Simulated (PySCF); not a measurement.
**C3H8F2OSi2 (SMILES CO[SiH2]C([SiH3])=C(F)F): density, localisation and related maps**

```xyz
16

C     2.7424    0.3653   -0.0297
O     1.3571    0.2486    0.0664
Si    0.5116   -0.7650    1.0052
C    -1.2270   -0.2555    0.5105
Si   -1.5634    1.0947   -0.7691
C    -2.2065   -0.8895    1.1056
F    -2.0678   -1.8574    2.0241
F    -3.5177   -0.7050    0.9211
H     3.1856   -0.5644   -0.3936
H     2.9664    1.1694   -0.7311
H     3.1819    0.6004    0.9422
H     0.7757   -0.5384    2.4295
H     0.7911   -2.1696    0.6897
H    -1.0097    2.3486   -0.2570
H    -0.9199    0.7028   -2.0236
H    -3.0073    1.2239   -0.9667
```

Geometry: GFN2-xTB.

All numbers below come from PySCF, CAM-B3LYP/def2-SVPD, SCF density, gas phase.

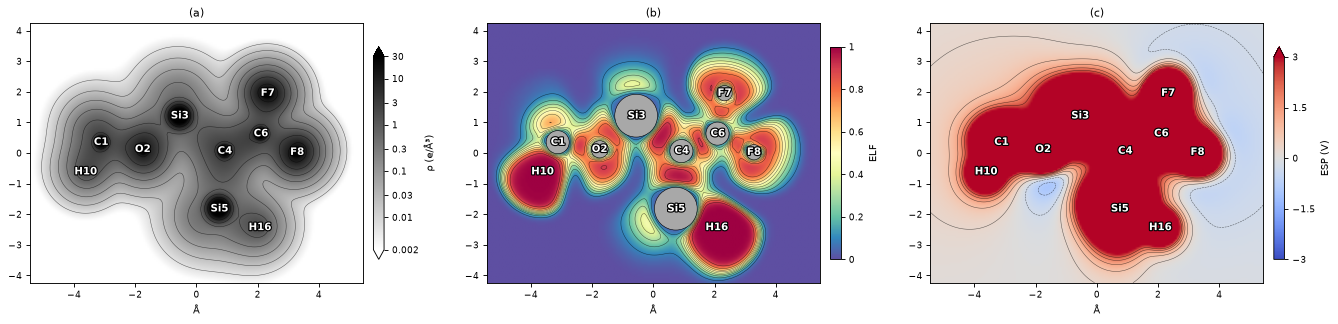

Figure 1. (a) total electron density; (b) electron localisation function; (c) molecular electrostatic potential on the plane of atoms Si3, C4 and Si5. Grey discs cover the atomic cores in the ELF map.

**Describe what can be read from this map.**

The section cuts through C, O, Si, F and H sites.
C–C (1.31 Å): ρ is about 2.4 e/Å³ halfway; the ELF peaks at about 0.90 between the atoms; a short, multiple covalent bond.
C–F (1.34 Å): ρ is about 2.3 e/Å³ halfway; the ELF peaks at about 0.85 between the atoms; a polar covalent bond.
C–O (1.39 Å): the density is about 2.1 e/Å³ at the midpoint, with its minimum of 1.7 e/Å³ about 0.5 Å from C; the ELF peaks at about 0.90 between the atoms, as expected for a shared but strongly polarised pair.
Si–O (1.62 Å): the density is about 1.2 e/Å³ at the midpoint; the ELF peaks at about 0.85 between the atoms; a short, strongly polar bond.
C–Si (1.88 Å): ρ at the midpoint is about 0.94 e/Å³; the ELF peaks at about 0.95 between the atoms, as expected for localised, covalent bonding.
The ELF also peaks beside O2, F8 and F7, away from the bonds: lone-pair regions.
Outside the dense part of the molecule the potential is most negative (−1.0 V) near O2.

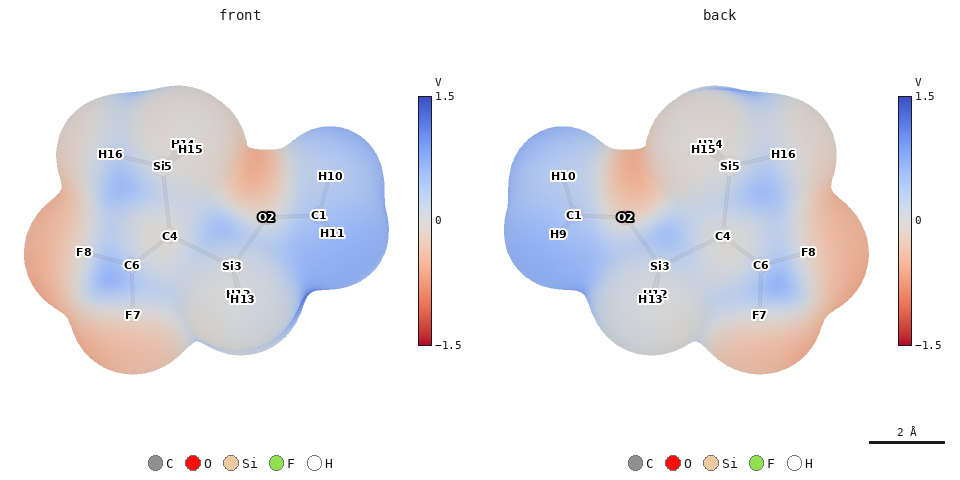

Figure 2. The electrostatic potential painted on the density surface at 0.001 e/bohr³, seen from the front and from behind; the colour scale runs from red (negative) to blue (positive).

**Where is the surface potential most negative and most positive?**

The most negative region (about −0.6 V) lies over O2, F7 and F8, the most positive (about +1.0 V) over Si3.

**How polar is the molecule by this calculation?**

Its dipole moment is 2.42 D.
